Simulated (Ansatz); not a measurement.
Consider SiO$_{2}$ in the rutile structure (space group P4_2/mnm, No. 136; a = 4.2361 Å, c = 2.6904 Å). Axes: x, y, z lie along a, b, c of the conventional cell.

It is then changed as follows: tensile biaxial strain of 1.80 % in the plane normal to [001], as in epitaxy on a mismatched substrate; the out-of-plane cell vector and the atoms relax.

All numbers come from PBE in Ansatz (plane waves to 420 eV, PAW, no spin-orbit coupling).

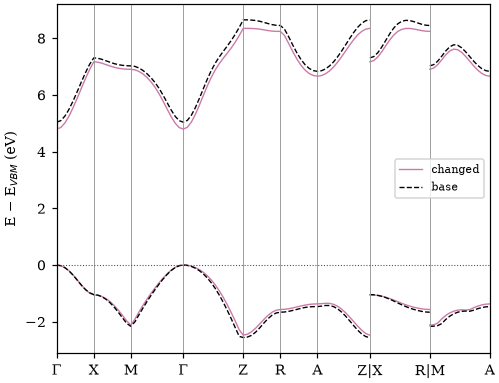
*Highest valence and lowest conduction band along the path, each from its own valence-band maximum*

The gap is 4.80 eV, direct at Γ; the base has 5.04 eV.

No phonon test of stability was made.

Ansatz is a first-principles code.
